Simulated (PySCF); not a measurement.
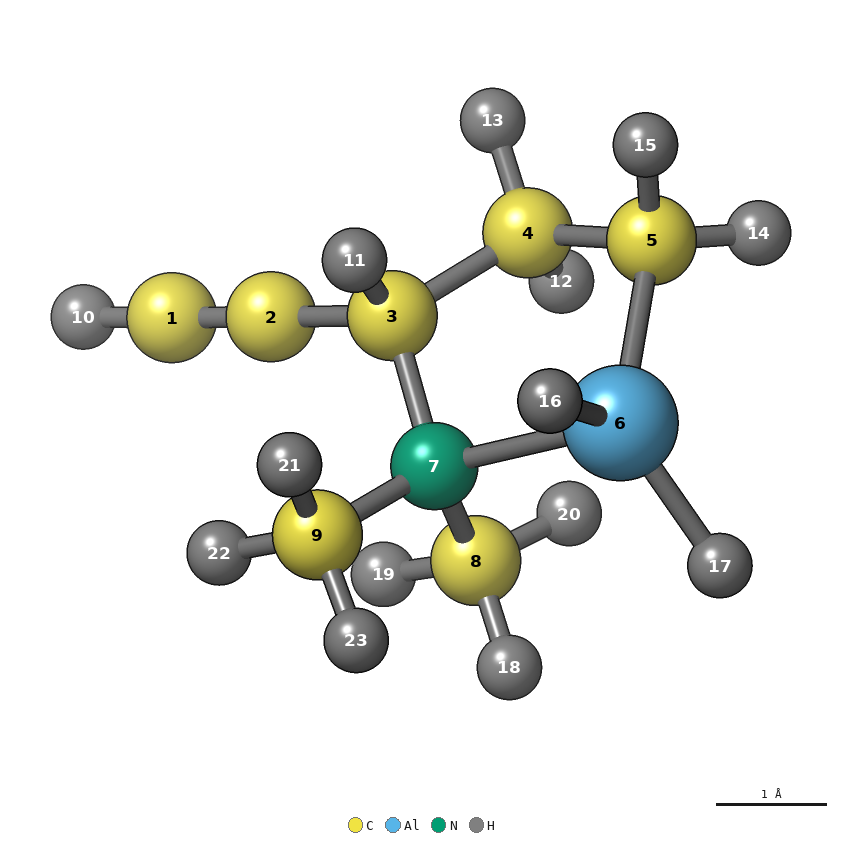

The geometry was computed by an optimisation with PBE0-D3(BJ)/def2-SVP. No frequency run is at hand to confirm it as a minimum.

What is the geometry at C9?

Answer. C9 has 4 neighbours (N7 at 1.47, H21 at 1.10, H22 at 1.10, H23 at 1.10 Å); the arrangement is tetrahedral.

What is the geometry at C4?

Answer. C4 has 4 neighbours (C3 at 1.54, C5 at 1.53, H12 at 1.10, H13 at 1.10 Å); the arrangement is tetrahedral.

Describe the coordination of atom 1.

Answer. C1 has 2 neighbours (C2 at 1.21, H10 at 1.07 Å); the arrangement is linear.

How are the neighbours of atom 2 arranged?

Answer. C2 has 2 neighbours (C1 at 1.21, C3 at 1.46 Å); the arrangement is linear.

Which bond is the longest?

Answer. Al6–N7, 2.092 Å.

What is the dihedral angle C2–C3–C4–C5?

Answer. 178° in size, that is anti.
